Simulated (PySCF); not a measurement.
The calculation's input:

```
{"job": {"kind": "uv", "xc": "PBE0", "basis": "def2-SVPD", "nstates": 6, "ntriplets": 2}, "charge": 0, "multiplicity": 1}
Cl     2.825534    -1.612591    -0.108185
C      1.249098    -0.884803    -0.047341
C      1.170105     0.492616    -0.063942
C     -0.036144     1.171877    -0.018772
C     -1.258939     0.522434     0.048501
C     -1.386133    -0.849888     0.074454
P     -0.089038    -2.000292     0.030293
H      2.089790     1.058743    -0.114419
H     -0.018202     2.251458    -0.036138
H     -2.157932     1.123655     0.081915
H     -2.382713    -1.270539     0.127671
```

Command:

```sh
OMP_NUM_THREADS=1 python probes_run.py task.json out
```

Geometry: GFN2-xTB.

Theory: PBE0/def2-SVPD, SCF density, gas phase (PySCF).

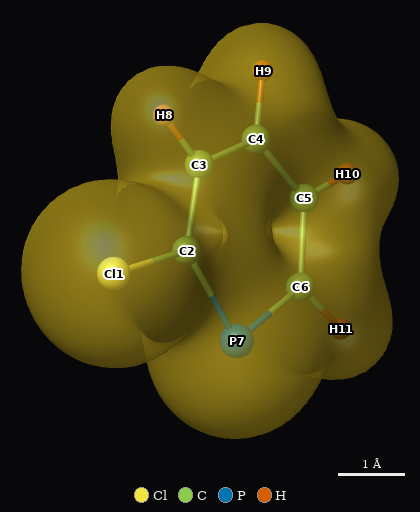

C5H4ClP (SMILES Clc1ccccp1). Isosurface of the electron density at 0.1 e/Å³ (yellow), seen at an oblique angle.

Question: Which contacts does the surface bridge?

Answer: At this value the surface is in one piece. It bridges the sampled C–C (1.38 Å), C–P (1.73 Å), C–Cl (1.74 Å) and C–H (1.08 Å) contacts, where the density stays above the isovalue. On the grid the lowest density along these lines, outside the cores, is 2.1 e/Å³ (C–C, 1.38 Å), 1.1 e/Å³ (C–P, 1.73 Å), 1.3 e/Å³ (C–Cl, 1.74 Å) and 1.9 e/Å³ (C–H, 1.08 Å).
